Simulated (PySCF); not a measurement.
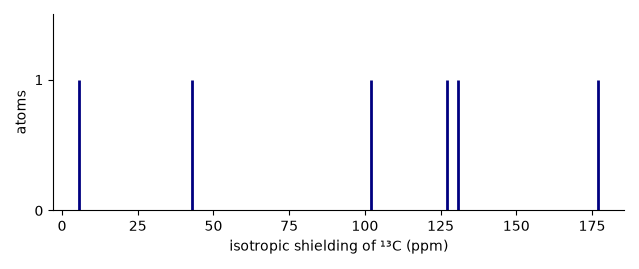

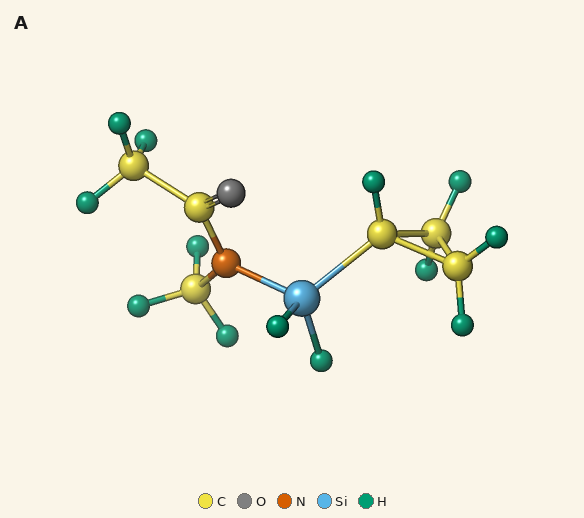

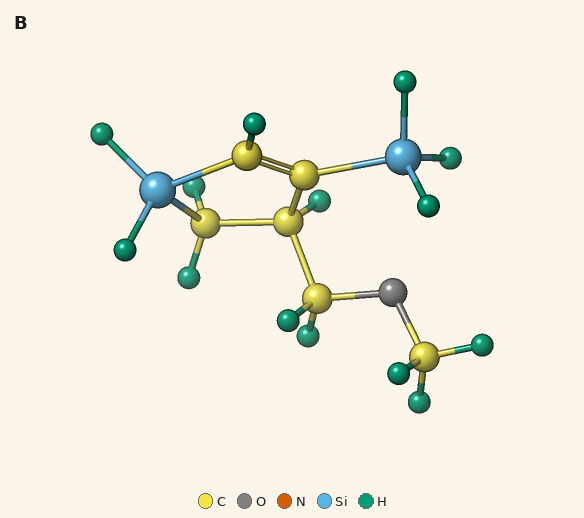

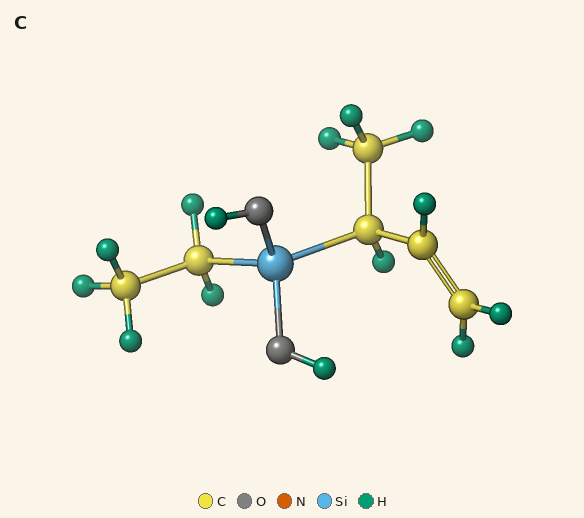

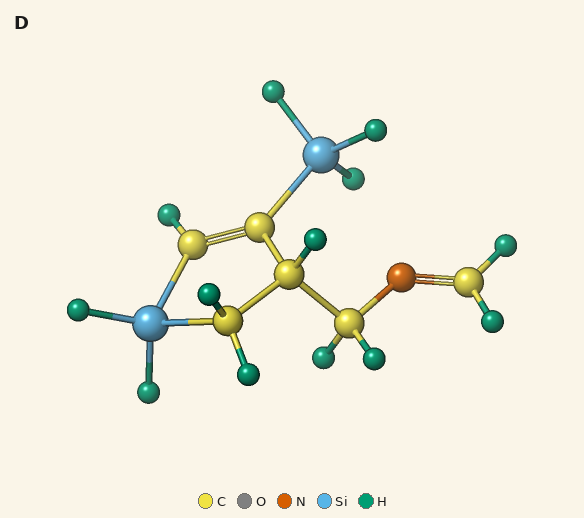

The sticks are computed shieldings of one of the molecules, for one fixed geometry (GFN2-xTB) without averaging over rotations. Low shielding means a high chemical shift. Method: GIAO PBE0/pcSseg-1 NMR shielding, non-relativistic, gas phase (PySCF 2.14.0).

Which molecule gives this pattern?

Answer. B, `COC[C@H]1C[SiH2]C=C1[SiH3]`. Its 6 C atoms give lines at 5.6, 42.8, 101.9, 127.1, 130.8, 177.1 ppm.

The geometry is semi-empirical. Around Si such bond lengths and angles can be off by a tenth of an ångström or more and by several degrees, and values that hang on the shape move with them.
